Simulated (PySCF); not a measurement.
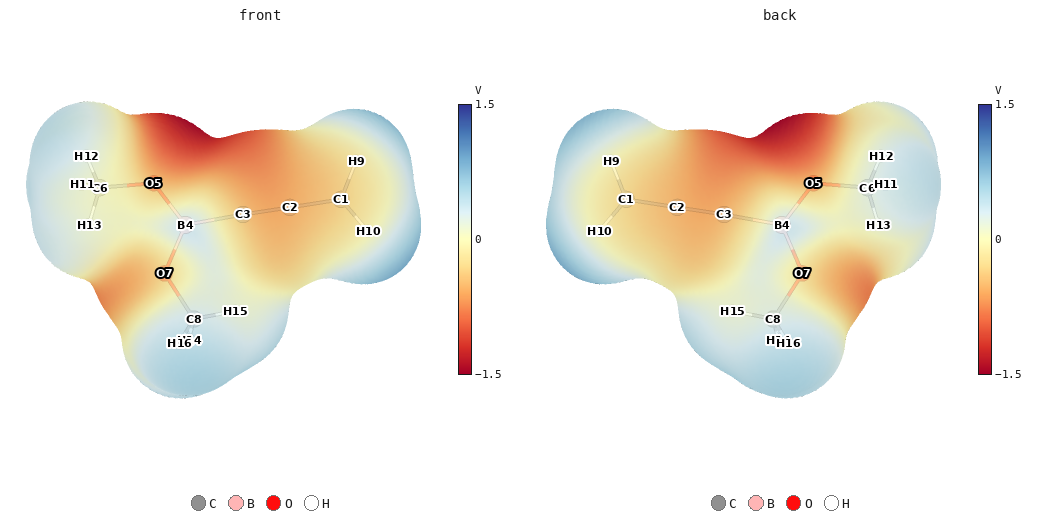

Figure. C₅H₈BO₂ (SMILES [CH2]C#CB(OC)OC) (doublet). The molecular electrostatic potential painted on the density surface at 0.001 e/bohr³, seen from the front and from behind; the colour scale runs from red (negative) to blue (positive).

Geometry: GFN2-xTB.

Theory: PySCF 2.14.0, density-fitted response routines, UKS B3LYP, pcH-1 on B C H O, non-relativistic, mean-field spin-orbit, GIAO.

| atom | x (Å) | y (Å) | z (Å) |
| --- | --- | --- | --- |
| C | 3.6299 | -0.6517 | -0.1844 |
| C | 2.3370 | -0.3044 | -0.0516 |
| C | 1.1552 | 0.0182 | 0.0742 |
| B | -0.3172 | 0.3799 | 0.2115 |
| O | -0.6172 | 1.4980 | 0.9176 |
| C | -1.9379 | 1.9393 | 1.1169 |
| O | -1.3290 | -0.3644 | -0.3275 |
| C | -1.1332 | -1.5445 | -1.0570 |
| H | 4.4132 | -0.0051 | 0.1692 |
| H | 3.9081 | -1.5831 | -0.6459 |
| H | -2.1816 | 2.7060 | 0.3760 |
| H | -1.9969 | 2.3751 | 2.1164 |
| H | -2.6511 | 1.1182 | 1.0260 |
| H | -1.6033 | -2.3747 | -0.5225 |
| H | -0.0711 | -1.7627 | -1.1969 |
| H | -1.6127 | -1.4350 | -2.0335 |

Where is the surface potential most negative and most positive?

The most negative region (about −1.5 V) lies over O5, the most positive (about +0.8 V) over H10. O5 is the likeliest acceptor of a hydrogen bond.
